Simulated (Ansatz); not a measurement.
# Run report: Si₂NH₅OF₂, molecular dynamics (part 4 of 5)

Continued. System: Si₂NH₅OF₂. Method: RKS B3LYP/6-31G (Ansatz 0.2.0). It belongs to a series of runs on one base structure; here: dynamics from the start.

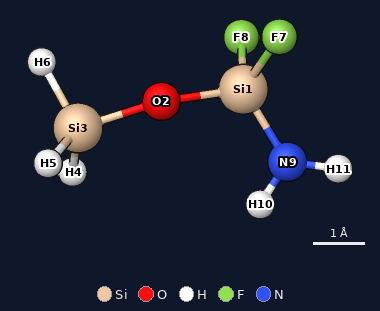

Figure 1. The geometry at step 215 of the log (ball-and-stick view, seen on its broad side; atoms are numbered from 1 in the order of the input).

### Trajectory as extended XYZ, continued
```
11
Properties=species:S:1:pos:R:3:forces:R:3 step=131 time_fs=65.5 energy=-24808.69034 temperature=191.9
Si   -0.1408   -0.1704   -0.0522   -0.9605  -1.5546  -0.6895
O    -0.7506   -0.3985    1.4494    0.1334  -0.1196   0.4824
Si   -1.5553   -0.3781    2.9531    0.2695   0.9119   0.3403
H    -2.9394   -0.8844    2.7331   -0.1583   0.0047  -0.0179
H    -0.9160   -1.1809    4.0639    0.1096  -0.0602  -0.4095
H    -1.5036    1.0870    3.3928   -0.2476  -0.4874  -0.0477
F     1.5103   -0.0408   -0.1652    0.3835   0.1608   0.1457
F    -0.6956    1.2680   -0.6879    0.0405   0.4194  -0.0044
N    -0.6695   -1.5464   -1.0019    0.6949   1.0466  -0.3850
H    -1.4353   -2.1315   -0.7344   -0.1993  -0.1960   0.2498
H    -0.3796   -1.6442   -1.9714   -0.0656  -0.1256   0.3357
11
Properties=species:S:1:pos:R:3:forces:R:3 step=138 time_fs=69.0 energy=-24808.74335 temperature=242.5
Si   -0.1519   -0.1891   -0.0385    0.1524   0.1686  -1.1255
O    -0.7422   -0.4002    1.4588    0.1088  -0.0677   0.3585
Si   -1.5551   -0.3737    2.9385   -0.1722   0.2722   0.5334
H    -2.9564   -0.8725    2.6996    0.0961   0.0831   0.0548
H    -0.8858   -1.2217    3.9841    0.0466  -0.0837  -0.2212
H    -1.5188    1.0460    3.4282   -0.1831  -0.0522   0.0123
F     1.5181   -0.0389   -0.1758   -0.2547   0.0695   0.2495
F    -0.7004    1.2750   -0.6933    0.2206  -0.2229   0.3414
N    -0.6590   -1.5252   -0.9877   -0.7947  -0.2589   0.3221
H    -1.4608   -2.0931   -0.7113    0.5248   0.2441  -0.0474
H    -0.3866   -1.6477   -1.9395    0.2554  -0.1521  -0.4778
11
Properties=species:S:1:pos:R:3:forces:R:3 step=146 time_fs=73.0 energy=-24808.66470 temperature=181.0
Si   -0.1637   -0.2095   -0.0283    1.3339   2.0673  -1.1373
O    -0.7314   -0.4027    1.4726    0.1876   0.0758  -0.1159
Si   -1.5557   -0.3674    2.9244   -0.5030  -0.4481   0.6841
H    -2.9641   -0.8479    2.6684    0.1331   0.0538   0.0819
H    -0.8441   -1.2813    3.8631   -0.0196  -0.1050   0.1066
H    -1.5616    0.9967    3.4735   -0.0525   0.4869   0.1672
F     1.5251   -0.0362   -0.1861   -0.8183  -0.0371   0.3460
F    -0.7042    1.2812   -0.6968    0.3396  -0.7516   0.6280
N    -0.6525   -1.5028   -0.9713   -0.1917  -0.8699  -1.4153
H    -1.4436   -2.0354   -0.6832   -0.4060  -0.5468   0.1212
H    -0.3682   -1.6680   -1.9354   -0.0031   0.0747   0.5335
11
Properties=species:S:1:pos:R:3:forces:R:3 step=154 time_fs=77.0 energy=-24808.56786 temperature=101.7
Si   -0.1687   -0.2192   -0.0241    1.7688   2.9328  -0.8954
O    -0.7186   -0.4044    1.4854    0.3017   0.2784  -0.6611
Si   -1.5589   -0.3630    2.9142   -0.3197  -0.2141   1.3535
H    -2.9561   -0.8161    2.6482   -0.1529  -0.0762   0.0194
H    -0.8073   -1.3543    3.7540   -0.2345   0.1182   0.2520
H    -1.6126    1.0047    3.5387    0.1139  -0.0789  -0.0851
F     1.5258   -0.0338   -0.1938   -0.9811  -0.0945   0.3805
F    -0.7054    1.2817   -0.6954    0.3533  -0.9098   0.7279
N    -0.6510   -1.4905   -0.9664   -1.5104  -1.7548  -0.1969
H    -1.4518   -2.0345   -0.6491    0.4175  -0.0325  -0.3348
H    -0.3400   -1.6859   -1.8896    0.2435  -0.1686  -0.5600
11
Properties=species:S:1:pos:R:3:forces:R:3 step=162 time_fs=81.0 energy=-24808.58012 temperature=115.1
Si   -0.1643   -0.2135   -0.0250    1.2938   2.2453  -0.9239
O    -0.7029   -0.4035    1.4923    0.2883   0.4712  -0.7723
Si   -1.5640   -0.3599    2.9110   -0.3088  -0.2160   1.4726
H    -2.9669   -0.7937    2.6312   -0.1249  -0.0722  -0.0035
H    -0.8047   -1.4113    3.6819   -0.3543   0.2671   0.3643
H    -1.6473    1.0051    3.5931    0.2402  -0.4021  -0.2682
F     1.5187   -0.0321   -0.1985   -0.6958  -0.0783   0.3322
F    -0.7038    1.2749   -0.6882    0.2732  -0.6530   0.6142
N    -0.6627   -1.4959   -0.9672   -0.0953  -1.1519  -1.1704
H    -1.4262   -2.0580   -0.6529   -0.2983  -0.4742  -0.0713
H    -0.2881   -1.7200   -1.8854   -0.2180   0.0640   0.4263
11
Properties=species:S:1:pos:R:3:forces:R:3 step=169 time_fs=84.5 energy=-24808.67593 temperature=201.5
Si   -0.1547   -0.1984   -0.0300    0.2707   0.6175  -0.9709
O    -0.6866   -0.3991    1.4926    0.1309   0.5718  -0.4159
Si   -1.5700   -0.3582    2.9146   -0.4770  -0.7118   0.6944
H    -2.9905   -0.7822    2.6163    0.1445   0.0278   0.0242
H    -0.8446   -1.4312    3.6636   -0.2327   0.1311   0.4755
H    -1.6493    0.9630    3.6117    0.2412   0.0809  -0.0626
F     1.5078   -0.0310   -0.2005   -0.1073  -0.0128   0.2261
F    -0.7005    1.2647   -0.6776    0.1069  -0.1015   0.3386
N    -0.6762   -1.5116   -0.9759   -0.1737  -0.5664  -0.0277
H    -1.4200   -2.1229   -0.6720    0.0942   0.0275  -0.0648
H    -0.2579   -1.7490   -1.8565    0.0023  -0.0641  -0.2170
11
Properties=species:S:1:pos:R:3:forces:R:3 step=177 time_fs=88.5 energy=-24808.69404 temperature=224.0
Si   -0.1424   -0.1783   -0.0406   -0.9281  -1.4604  -0.7386
O    -0.6668   -0.3888    1.4894   -0.1387   0.5325   0.2195
Si   -1.5792   -0.3600    2.9221   -0.2254  -0.9540  -0.1608
H    -2.9998   -0.7652    2.6019    0.1372   0.0745   0.0005
H    -0.9229   -1.4367    3.7093   -0.0560  -0.0198   0.3926
H    -1.6178    0.9295    3.6260    0.1742   0.5224   0.1286
F     1.4947   -0.0299   -0.2011    0.7338   0.0725   0.0660
F    -0.6961    1.2524   -0.6631   -0.1875   0.7578  -0.1105
N    -0.6930   -1.5355   -0.9870    0.5499   0.1765   0.0635
H    -1.4028   -2.1944   -0.7007    0.0626   0.2398   0.1465
H    -0.2250   -1.7895   -1.8463   -0.1220   0.0580  -0.0075
11
Properties=species:S:1:pos:R:3:forces:R:3 step=185 time_fs=92.5 energy=-24808.64555 temperature=189.2
Si   -0.1347   -0.1656   -0.0554   -1.6036  -2.8680  -0.2332
O    -0.6479   -0.3732    1.4882   -0.3748   0.3170   0.6624
Si   -1.5896   -0.3666    2.9294    0.4937  -0.2012  -0.0038
H    -2.9925   -0.7375    2.5864   -0.1748   0.0416  -0.0828
H    -1.0135   -1.4409    3.8115   -0.0342   0.1256  -0.0237
H    -1.5595    0.9594    3.6519    0.0577  -0.1188  -0.2313
F     1.4873   -0.0281   -0.2012    1.3140   0.1159  -0.0672
F    -0.6931    1.2459   -0.6491   -0.4700   1.4640  -0.5067
N    -0.7039   -1.5575   -0.9974    1.1837   0.9073   0.0780
H    -1.3811   -2.2381   -0.7065   -0.1955   0.1034   0.3304
H    -0.2088   -1.8233   -1.8421   -0.1960   0.1132   0.0780
11
Properties=species:S:1:pos:R:3:forces:R:3 step=192 time_fs=96.0 energy=-24808.61564 temperature=168.6
Si   -0.1349   -0.1667   -0.0697   -1.5602  -2.9930   0.2356
O    -0.6340   -0.3569    1.4921   -0.4732   0.0404   0.6944
Si   -1.5969   -0.3735    2.9358    0.7129   0.2978   0.0307
H    -3.0030   -0.7070    2.5636   -0.1431   0.0579  -0.0669
H    -1.0979   -1.4308    3.9026    0.0196   0.1519  -0.3282
H    -1.5001    0.9785    3.6501   -0.0851  -0.4271  -0.3651
F     1.4890   -0.0258   -0.2016    1.2776   0.0980  -0.1202
F    -0.6934    1.2496   -0.6399   -0.5360   1.5480  -0.6211
N    -0.7039   -1.5695   -1.0054    0.3619   0.7609   1.0330
H    -1.3796   -2.2582   -0.6751    0.3264   0.5819   0.0040
H    -0.2156   -1.8418   -1.8342    0.0993  -0.1168  -0.4961
11
Properties=species:S:1:pos:R:3:forces:R:3 step=200 time_fs=100.0 energy=-24808.66451 temperature=216.9
Si   -0.1428   -0.1828   -0.0851   -0.8381  -1.7411   0.6655
O    -0.6220   -0.3377    1.5026   -0.4360  -0.3207   0.3234
Si   -1.6019   -0.3803    2.9429    0.2968   0.2885  -0.6275
H    -3.0305   -0.6626    2.5293    0.1973   0.0869   0.0607
H    -1.1910   -1.4022    3.9643    0.1867  -0.1542  -0.2991
H    -1.4430    0.9502    3.6019   -0.1494   0.1138  -0.0061
F     1.5004   -0.0225   -0.2030    0.6103   0.0073  -0.1175
F    -0.6977    1.2652   -0.6338   -0.3396   0.8883  -0.4524
N    -0.6975   -1.5749   -1.0069    1.2737   0.9409  -0.1670
H    -1.3539   -2.2232   -0.6287   -0.3793  -0.2968   0.1595
H    -0.2265   -1.8694   -1.8654   -0.4223   0.1872   0.4604
11
Properties=species:S:1:pos:R:3:forces:R:3 step=208 time_fs=104.0 energy=-24808.63580 temperature=199.4
Si   -0.1554   -0.2085   -0.0969    0.2398   0.4339   1.1520
O    -0.6140   -0.3213    1.5162   -0.3050  -0.6585  -0.2869
Si   -1.6053   -0.3855    2.9469    0.1413   0.4105  -1.0175
H    -3.0336   -0.6058    2.5024    0.1521   0.0032   0.0896
H    -1.2578   -1.3958    3.9824    0.2825  -0.3711  -0.1641
H    -1.4068    0.9373    3.5517   -0.1372   0.4853   0.3213
F     1.5168   -0.0191   -0.2054   -0.3033  -0.1308  -0.0815
F    -0.7048    1.2881   -0.6312   -0.0281  -0.1706  -0.1450
N    -0.6807   -1.5716   -1.0067   -0.5436  -0.1395   1.1293
H    -1.3562   -2.2029   -0.5732    0.3257   0.2568  -0.4264
H    -0.2819   -1.8808   -1.8640    0.1757  -0.1192  -0.5708
11
Properties=species:S:1:pos:R:3:forces:R:3 step=215 time_fs=107.5 energy=-24808.55164 temperature=132.0
Si   -0.1657   -0.2298   -0.1024    1.1526   2.2887   1.5203
O    -0.6095   -0.3118    1.5262   -0.2039  -0.8464  -0.7214
Si   -1.6075   -0.3882    2.9461    0.4780   1.0182  -0.5210
H    -3.0191   -0.5546    2.4889   -0.1664  -0.1037   0.0170
H    -1.2832   -1.4321    3.9744    0.2208  -0.1535  -0.2892
H    -1.3929    0.9759    3.5420   -0.1962  -0.1664   0.1789
F     1.5297   -0.0169   -0.2081   -0.9608  -0.2455  -0.0493
F    -0.7114    1.3077   -0.6300    0.1922  -0.9837   0.0779
N    -0.6679   -1.5692   -0.9996   -0.0731  -0.7446  -0.5956
H    -1.3381   -2.1713   -0.5632   -0.3374  -0.4234  -0.0511
H    -0.3244   -1.8935   -1.9010   -0.1057   0.3603   0.4334
11
Properties=species:S:1:pos:R:3:forces:R:3 step=223 time_fs=111.5 energy=-24808.48630 temperature=79.0
Si   -0.1718   -0.2427   -0.1008    1.5969   3.2540   1.5870
O    -0.6060   -0.3085    1.5314   -0.1609  -0.8611  -0.8879
Si   -1.6077   -0.3861    2.9424    0.4577   1.1062  -0.2469
H    -3.0231   -0.5097    2.4766   -0.1488  -0.1493   0.0354
H    -1.2816   -1.4940    3.9232    0.1189   0.1319  -0.3618
H    -1.4042    0.9970    3.5565   -0.1582  -0.5540   0.0899
F     1.5373   -0.0162   -0.2115   -1.3264  -0.3064  -0.0190
F    -0.7176    1.3228   -0.6279    0.3285  -1.5079   0.2154
N    -0.6557   -1.5744   -0.9950   -1.1330  -1.2228   0.2045
H    -1.3495   -2.1802   -0.5674    0.1351  -0.0134  -0.2446
H    -0.3775   -1.8665   -1.9082    0.2903   0.1228  -0.3720
11
Properties=species:S:1:pos:R:3:forces:R:3 step=231 time_fs=115.5 energy=-24808.59312 temperature=174.4
Si   -0.1694   -0.2386   -0.0908    1.2703   2.6247   1.0145
O    -0.6041   -0.3132    1.5284   -0.2112  -0.6491  -0.6314
Si   -1.6055   -0.3783    2.9370   -0.0541   0.3638  -0.7760
H    -3.0455   -0.4863    2.4706    0.1924  -0.1224   0.1251
H    -1.2606   -1.5417    3.8201    0.0941   0.0621  -0.0939
H    -1.4378    0.9465    3.5897    0.0419   0.0347   0.3166
F     1.5345   -0.0179   -0.2152   -1.2315  -0.2616  -0.0045
F    -0.7212    1.3262   -0.6242    0.3596  -1.5498   0.2273
N    -0.6537   -1.5921   -0.9902   -0.5337  -0.5199  -0.4087
H    -1.3540   -2.2037   -0.6007   -0.0236  -0.1617  -0.0454
H    -0.3979   -1.8123   -1.9454    0.0957   0.1792   0.2763
11
Properties=species:S:1:pos:R:3:forces:R:3 step=238 time_fs=119.0 energy=-24808.68883 temperature=262.8
Si   -0.1616   -0.2231   -0.0772    0.5119   1.1603   0.2195
O    -0.6042   -0.3226    1.5208   -0.3123  -0.3232  -0.1572
Si   -1.6037   -0.3694    2.9288   -0.1116  -0.1330  -0.9715
H    -3.0463   -0.4809    2.4793    0.1684  -0.0710   0.0709
H    -1.2298   -1.5760    3.7149    0.0769  -0.0558   0.1588
H    -1.4641    0.8999    3.6562    0.1728   0.3395   0.3550
F     1.5238   -0.0212   -0.2186   -0.7893  -0.1493  -0.0108
F    -0.7221    1.3190   -0.6194    0.3005  -1.2312   0.1458
N    -0.6573   -1.6124   -0.9882    0.1265   0.6974  -0.2573
H    -1.3568   -2.2410   -0.6395   -0.1268  -0.2077   0.0897
H    -0.3993   -1.7475   -1.9614   -0.0170  -0.0262   0.3571
11
Properties=species:S:1:pos:R:3:forces:R:3 step=246 time_fs=123.0 energy=-24808.67317 temperature=257.8
Si   -0.1502   -0.1996   -0.0605   -0.4901  -0.7342  -0.5428
O    -0.6071   -0.3363    1.5107   -0.3985   0.0912   0.3735
Si   -1.6017   -0.3596    2.9149    0.3677  -0.1404  -0.1136
H    -3.0284   -0.4843    2.4976   -0.1807   0.0071  -0.0905
H    -1.1850   -1.6193    3.6137   -0.0601   0.1427   0.2037
H    -1.4712    0.8809    3.7746    0.1643  -0.2460  -0.2298
F     1.5058   -0.0261   -0.2225    0.0235   0.0198  -0.0396
F    -0.7210    1.3015   -0.6128    0.1235  -0.5442  -0.0412
N    -0.6615   -1.6292   -0.9864    0.0051   1.3336   0.8761
H    -1.3632   -2.2987   -0.6776    0.3863   0.3825  -0.0343
H    -0.3982   -1.6791   -1.9519    0.0589  -0.3121  -0.3616
11
Properties=species:S:1:pos:R:3:forces:R:3 step=254 time_fs=127.0 energy=-24808.54910 temperature=157.5
Si   -0.1412   -0.1796   -0.0463   -1.2303  -2.2534  -0.9363
O    -0.6138   -0.3493    1.5038   -0.3263   0.4328   0.5625
Si   -1.5980   -0.3507    2.9000    0.3345  -0.5592   0.5271
H    -3.0322   -0.4864    2.5045   -0.1245   0.1071  -0.1011
H    -1.1488   -1.6423    3.5422   -0.2038   0.2718   0.2229
H    -1.4531    0.8319    3.8635    0.1386  -0.3156  -0.5493
F     1.4878   -0.0309   -0.2269    0.8793   0.1715  -0.0702
F    -0.7188    1.2794   -0.6065   -0.1387   0.2998  -0.2870
N    -0.6639   -1.6307   -0.9779    1.1040   2.2466  -0.3423
H    -1.3331   -2.3211   -0.7111   -0.2694  -0.1535   0.4082
H    -0.3946   -1.6534   -1.9660   -0.1633  -0.2478   0.5655
11
Properties=species:S:1:pos:R:3:forces:R:3 step=262 time_fs=131.0 energy=-24808.50660 temperature=124.8
Si   -0.1386   -0.1714   -0.0369   -1.3780  -2.8765  -0.9333
O    -0.6236   -0.3585    1.5018   -0.0790   0.6012   0.3199
Si   -1.5927   -0.3448    2.8873   -0.3141  -1.2037   0.3576
H    -3.0511   -0.4723    2.4974    0.2221   0.1823   0.0031
H    -1.1415   -1.6298    3.5056   -0.2096  -0.0259   0.3344
H    -1.4126    0.7447    3.8791    0.1745   0.4203  -0.1426
F     1.4764   -0.0344   -0.2318    1.3701   0.2663  -0.0503
F    -0.7178    1.2593   -0.6025   -0.3739   0.9804  -0.4757
N    -0.6571   -1.6099   -0.9697   -0.0720   1.1364   0.9288
H    -1.3164   -2.3388   -0.6937    0.4116   0.6494   0.2541
H    -0.4044   -1.6652   -1.9334    0.2483  -0.1301  -0.5961
11
Properties=species:S:1:pos:R:3:forces:R:3 step=269 time_fs=134.5 energy=-24808.57109 temperature=183.8
Si   -0.1423   -0.1768   -0.0328   -0.8415  -2.3005  -0.8278
O    -0.6330   -0.3620    1.5027    0.1663   0.5260  -0.0398
Si   -1.5891   -0.3448    2.8780   -0.5067  -1.2167   0.5689
H    -3.0455   -0.4378    2.4901    0.1484   0.1754   0.0161
H    -1.1615   -1.6193    3.5136   -0.1912  -0.2216   0.3252
H    -1.3552    0.7121    3.8703    0.1536   0.6859   0.0424
F     1.4751   -0.0358   -0.2365    1.2756   0.2847   0.0306
F    -0.7192    1.2477   -0.6019   -0.4374   1.1679  -0.4886
N    -0.6496   -1.5798   -0.9571    0.5479   0.9658  -0.7083
H    -1.2693   -2.2957   -0.6406   -0.2733  -0.1800   0.4353
H    -0.3926   -1.6907   -1.9423   -0.0418   0.1131   0.6459
11
Properties=species:S:1:pos:R:3:forces:R:3 step=277 time_fs=138.5 energy=-24808.66545 temperature=270.8
Si   -0.1506   -0.1940   -0.0322    0.2974  -0.3021  -0.5146
O    -0.6424   -0.3616    1.5033    0.3355   0.1918  -0.3219
Si   -1.5873   -0.3506    2.8706   -0.0818  -0.4724   1.6643
H    -3.0231   -0.3734    2.4828   -0.2214   0.1164  -0.0372
H    -1.2132   -1.6328    3.5658   -0.2258   0.0353   0.0543
H    -1.2704    0.7587    3.8553   -0.0856  -0.0132  -0.4342
F     1.4831   -0.0353   -0.2416    0.7219   0.2350   0.1705
F    -0.7241    1.2429   -0.6049   -0.3191   0.8784  -0.3121
N    -0.6378   -1.5372   -0.9468   -0.8258  -0.8727   0.4439
H    -1.2336   -2.2502   -0.5308    0.2453   0.2656  -0.2772
H    -0.3776   -1.7091   -1.8943    0.1595  -0.0622  -0.4359
11
Properties=species:S:1:pos:R:3:forces:R:3 step=285 time_fs=142.5 energy=-24808.59176 temperature=213.6
Si   -0.1573   -0.2129   -0.0344    1.4562   2.2480  -0.0594
O    -0.6488   -0.3593    1.5011    0.3298  -0.2444  -0.2721
Si   -1.5862   -0.3592    2.8719   -0.2091   0.1309   1.7517
H    -3.0269   -0.2905    2.4716   -0.0742   0.0207   0.0386
H    -1.2987   -1.6426    3.6278   -0.1482   0.1996  -0.1646
H    -1.1961    0.8098    3.7814   -0.2125  -0.3455  -0.3816
F     1.4969   -0.0329   -0.2454    0.0759   0.1389   0.2865
F    -0.7316    1.2450   -0.6104   -0.0973   0.3483  -0.0731
N    -0.6328   -1.5027   -0.9351   -0.7004  -2.0342  -1.0731
H    -1.1806   -2.1878   -0.4498   -0.2865  -0.5249  -0.3062
H    -0.3472   -1.7321   -1.8775   -0.1338   0.0627   0.2533
11
Properties=species:S:1:pos:R:3:forces:R:3 step=292 time_fs=146.0 energy=-24808.52570 temperature=160.4
Si   -0.1571   -0.2203   -0.0368    1.8238   3.3911   0.1459
O    -0.6519   -0.3591    1.4970    0.2286  -0.5624  -0.0244
Si   -1.5863   -0.3664    2.8806   -0.7177   0.3840   0.7468
H    -3.0394   -0.2145    2.4664    0.2402  -0.1062   0.1441
H    -1.3927   -1.6302    3.6654    0.0251  -0.0199  -0.1012
H    -1.1541    0.8191    3.6722   -0.0613   0.0491   0.2310
F     1.5100   -0.0297   -0.2470   -0.3010   0.0717   0.3260
F    -0.7390    1.2495   -0.6159    0.0796  -0.0093   0.0653
N    -0.6357   -1.4902   -0.9320   -0.9531  -2.7816  -1.0809
H    -1.1578   -2.1819   -0.4208   -0.2598  -0.4529  -0.4327
H    -0.3299   -1.7488   -1.8541   -0.1043   0.0365  -0.0200
11
Properties=species:S:1:pos:R:3:forces:R:3 step=300 time_fs=150.0 energy=-24808.57264 temperature=204.4
Si   -0.1478   -0.2122   -0.0390    1.2090   2.4579  -0.2035
O    -0.6534   -0.3639    1.4922    0.0942  -0.7265   0.2806
Si   -1.5898   -0.3727    2.8945   -0.6153   0.7256  -0.1189
H    -3.0246   -0.1420    2.4794    0.0907  -0.1733   0.0983
H    -1.4968   -1.6202    3.6957    0.1976  -0.2154   0.0081
H    -1.1135    0.8374    3.5804    0.0582   0.2308   0.6497
F     1.5229   -0.0256   -0.2463   -0.4275   0.0602   0.2954
F    -0.7469    1.2547   -0.6217    0.2049  -0.1420   0.1002
N    -0.6489   -1.5037   -0.9378   -0.7968  -2.2964  -0.3309
H    -1.1634   -2.2295   -0.4504   -0.0446   0.0506  -0.3853
H    -0.3191   -1.7662   -1.8438    0.0296   0.0285  -0.3936
```

The run was set up as follows.

### Input file
```yaml
crystal:
  periodic: [false, false, false]
  atoms:
    - { symbol: Si, position_ang: [-0.208938, -0.213717, -0.097148] }
    - { symbol: O, position_ang: [-0.910918, -0.460372, 1.370251] }
    - { symbol: Si, position_ang: [-1.439311, -0.329176, 2.986307] }
    - { symbol: H, position_ang: [-2.66414, -1.179388, 3.137705] }
    - { symbol: H, position_ang: [-0.35417, -0.823766, 3.894616] }
    - { symbol: H, position_ang: [-1.761055, 1.101325, 3.299314] }
    - { symbol: F, position_ang: [1.453281, -0.042834, 0.062395] }
    - { symbol: F, position_ang: [-0.64312, 1.282279, -0.721994] }
    - { symbol: "N", position_ang: [-0.63643, -1.504901, -1.144922] }
    - { symbol: H, position_ang: [-1.225679, -2.25604, -0.820893] }
    - { symbol: H, position_ang: [-0.333322, -1.57761, -2.103031] }
basis:
  gaussian: { orbitals: "6-31G" }
hamiltonian:
  xc: b3lyp
md:
  timestep: 0.5
  n_steps: 300
  ensemble: nvt_nose_hoover
  temperature: 300.0
  initial_velocities: maxwell_boltzmann
  seed: 94626
```

Launched with:
```bash
ansatz run input.yaml --threads 1 --pin off --max-ram 2048MiB --backend cpu --events-out ev --progress --plain --runs-dir out
```
